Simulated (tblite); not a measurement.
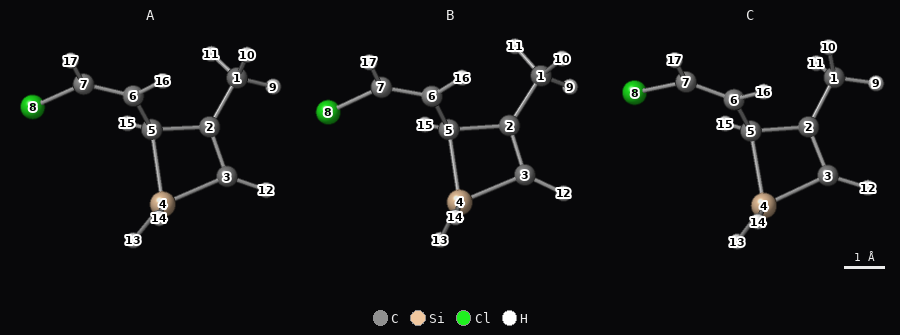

3 geometries from one relaxation of C₆H₉ClSi, in shuffled order. The picture is a ball-and-stick view, seen at a tilt.

These are results of GFN2-xTB geometry optimisation, gas phase (tblite), not measurements. 

### Order the frames from highest to lowest energy.

B, A, C. They are steps 0, 48, 99, at +35.0 kJ/mol, +1.92 kJ/mol relative to the last. Over 99 geometry steps the energy falls by 35.0 kJ/mol. The atom that moves furthest after the best rigid fit is H10 (0.90 Å). By element the largest moves are H 0.90 Å, Cl 0.58 Å, C 0.18 Å, Si 0.14 Å. Some distances before and after: C1–C2 1.570 → 1.483 Å, C2–C5 1.574 → 1.513 Å, Si4–C5 1.914 → 1.958 Å, C3–Si4 1.852 → 1.879 Å. Bond angles that change, for instance: Si4–C3–H12 131.2° → 137.9°, C3–Si4–H13 113.1° → 118.9°, C3–Si4–H14 112.8° → 118.4°. Groups turn about C1–C2 by about 45°.
